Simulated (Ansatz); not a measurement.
# CCSDT(Q)/STO-3G run of CH2AlN (AlH2(CN))

Aim: the electronic atomisation energy of CH2AlN (AlH2(CN)) at CCSDT(Q)/STO-3G, from 5 runs. 

The results are computed with Ansatz 0.2.0.

65 further runs of the same task are left out: 13 that didn't finish, 52 set aside as unsound or not needed.

### 1 Starting point

CH2AlN has 5 atoms, charge 0, and is taken as a singlet. SMILES: `[H][Al]([H])[C]#N`. Geometry: a GFN2-xTB relaxation, a rough one for these elements and not checked as a minimum.

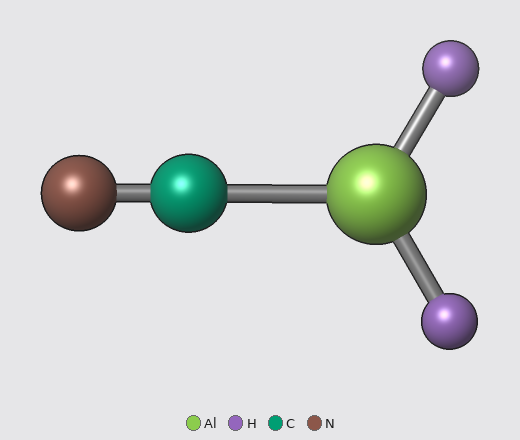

Viewed from a chosen angle; aluminium green, hydrogen purple, carbon teal, nitrogen brown.

### 2 The energy at CCSDT(Q)/STO-3G

File input.yaml:

```yaml
crystal:
  periodic: [false, false, false]
  atoms:
    - {symbol: Al, position_ang: [0.353320, 0.616070, 0.007940]}
    - {symbol: H, position_ang: [1.897570, 0.618400, 0.058740]}
    - {symbol: H, position_ang: [-0.410240, 1.959830, -0.023840]}
    - {symbol: C, position_ang: [-0.634730, -1.095760, -0.014750]}
    - {symbol: N, position_ang: [-1.205910, -2.098530, -0.028080]}
basis:
  gaussian: {orbitals: STO-3G}
scf: {omitted_lower_state_checks: [cluster_reference, increment]}
correlation: {method: ccsdt_q, frozen_orbitals: {Al: 5, C: 1, H: 0, "N": 1}}
accuracy: high
```

Launch:

```sh
ansatz run input.yaml --threads 1 --pin off --max-ram 2610MiB --events-out events.jsonl --progress --plain --runs-dir runs
```

Log, shortened:

```text
Warning: RAYON_NUM_THREADS=1 ignored (pool sized by the plan → 1); use --threads N
Functional definition: HF
  name "HF"
[...]
373 factors; integrals over basis functions are off by at most 2.4e-9 eV
[...]
mean field -9015.58173144 eV, -331.3165176498 hartree, gradient 6.8e-8 eV, S^2 0.000000; 0 other end points of the search recorded, 0 dependent functions left out
7 core orbitals not correlated: weight in the atoms' cores, before any rotation towards them, 0.999 or more for the frozen orbitals, at most 0.000 for the correlated occupied ones
reference -9015.58173144 eV, -331.3165176498 hartree; 7, 7 occupied and 7, 7 virtual orbitals, 373 factors
second order -4.85395493 eV of doubles, -0.00000000 eV of singles
cycle   1  -4.93010472 eV  change   -7.6e-2 eV  update   7.2e-2
[...]
cycle  24  -5.33835715 eV  change   3.8e-10 eV  update  4.3e-10
perturbative correction -0.05155287 eV, -0.0018945332 hartree
Total energy: -9020.97164147 eV, -331.5145931898 hartree
Checks for a lower state left out: cluster_reference, increment
```

It took 0.56 s on 1 thread of Arm Neoverse V1, shared host.

### 3 The Al atom, same level

File molecule.yaml:

```yaml
basis:
  gaussian: {orbitals: STO-3G}
crystal:
  periodic: [false, false, false]
  atoms:
    - {symbol: Al, position_ang: [0.000000, 0.000000, 0.000000]}
magnetization: {spin_polarized: true, initial_magnetization: 1}
correlation: {method: ccsdt_q, frozen_orbitals: {Al: 5}}
accuracy: high
scf: {omitted_lower_state_checks: [cluster_reference, increment]}
```

Run the same way, it converges to -238.88392 Eh (log not shown).

### 4 The C atom, same level

File input.yaml:

```yaml
crystal:
  periodic: [false, false, false]
  atoms:
    - {symbol: C, position_ang: [0.000000, 0.000000, 0.000000]}
basis:
  gaussian: {orbitals: STO-3G}
magnetization: {spin_polarized: true, initial_magnetization: 2}
correlation: {method: ccsdt_q, frozen_orbitals: {C: 1}}
scf: {omitted_lower_state_checks: [cluster_reference, increment]}
accuracy: high
```

Launch:

```sh
ansatz run input.yaml --threads 1 --pin off --max-ram 2610MiB --events-out events.jsonl --progress --plain --runs-dir runs
```

Log, shortened:

```text
Warning: RAYON_NUM_THREADS=1 ignored (pool sized by the plan → 1); use --threads N
Functional definition: HF
  name "HF"
[...]
15 factors; integrals over basis functions are off by at most 9.8e-10 eV
[...]
mean field -1012.21982732 eV, -37.1983925466 hartree, gradient 0.0e0 eV, S^2 2.000000; 2 other end points of the search recorded, 0 dependent functions left out
1 core orbitals not correlated: weight in the atoms' cores, before any rotation towards them, 1.000 or more for the frozen orbitals, at most 0.000 for the correlated occupied ones
reference -1012.21982732 eV, -37.1983925466 hartree; 3, 1 occupied and 1, 3 virtual orbitals, 15 factors
second order -0.26779434 eV of doubles, 0.00000000 eV of singles
cycle   1  -0.40690293 eV  change   -1.4e-1 eV  update   3.9e-2
[...]
cycle  12  -0.55043897 eV  change  -1.1e-10 eV  update  1.7e-11
perturbative correction 0.00000000 eV, 0.0000000000 hartree
Total energy: -1012.77026629 eV, -37.2186208057 hartree
Checks for a lower state left out: cluster_reference, increment
```

Wall time 0.24 s (1 thread of Arm Neoverse V1, shared host).

### 5 The H atom: a single-point energy at UHF/STO-3G

File input.yaml:

```yaml
crystal:
  periodic: [false, false, false]
  atoms:
    - {symbol: H, position_ang: [0.000000, 0.000000, 0.000000]}
basis:
  gaussian:
    orbitals: STO-3G
hamiltonian:
  xc: hf
magnetization:
  spin_polarized: true
  initial_magnetization: 1
accuracy: high
```

Run the same way, it converges to -0.46658 Eh (log not shown).

### 6 The N atom at the same level

File run.yaml:

```yaml
crystal:
  periodic: [false, false, false]
  atoms:
    - {symbol: N, position_ang: [0.000000, 0.000000, 0.000000]}
basis:
  gaussian:
    orbitals: STO-3G
accuracy: high
magnetization:
  spin_polarized: true
  initial_magnetization: 3
correlation:
  method: ccsdt_q
  frozen_orbitals: {"N": 1}
scf:
  omitted_lower_state_checks: [cluster_reference, increment]
```

Run the same way, it converges to -53.71901 Eh (log not shown).

### 7 Outcome

Level: CCSDT(Q)/STO-3G, 7 core orbitals frozen.

| quantity | value |
| --- | --- |
| molecule: total energy | -331.51459 Eh |
| molecule: correlation energy (7 core orbitals frozen) | -198.1 mEh |
| molecule: T1 diagnostic | 0.007 |
| Al atom: total energy | -238.88392 Eh |
| Al atom: correlation energy (5 core orbitals frozen) | -25.6 mEh |
| Al atom: ⟨S²⟩ of the reference determinant | 0.750 |
| Al atom: T1 diagnostic | 0.000 |
| C atom: total energy | -37.21862 Eh |
| C atom: correlation energy (1 core orbital frozen) | -20.2 mEh |
| C atom: ⟨S²⟩ of the reference determinant | 2.000 |
| C atom: T1 diagnostic | 0.000 |
| H atom: total energy | -0.46658 Eh |
| H atom: ⟨S²⟩ | 0.750 |
| N atom: total energy | -53.71901 Eh |
| N atom: correlation energy (1 core orbital frozen) | 0.0 mEh |
| N atom: ⟨S²⟩ of the reference determinant | 3.750 |
| N atom: T1 diagnostic | 0.000 |
| electronic atomisation energy | 20.677 eV |

**Reading.** Taking the molecule apart into free atoms costs 20.68 eV (1995 kJ/mol), before zero-point energy and without spin-orbit coupling. In a minimal basis such a difference can be off by several eV, whatever the method.
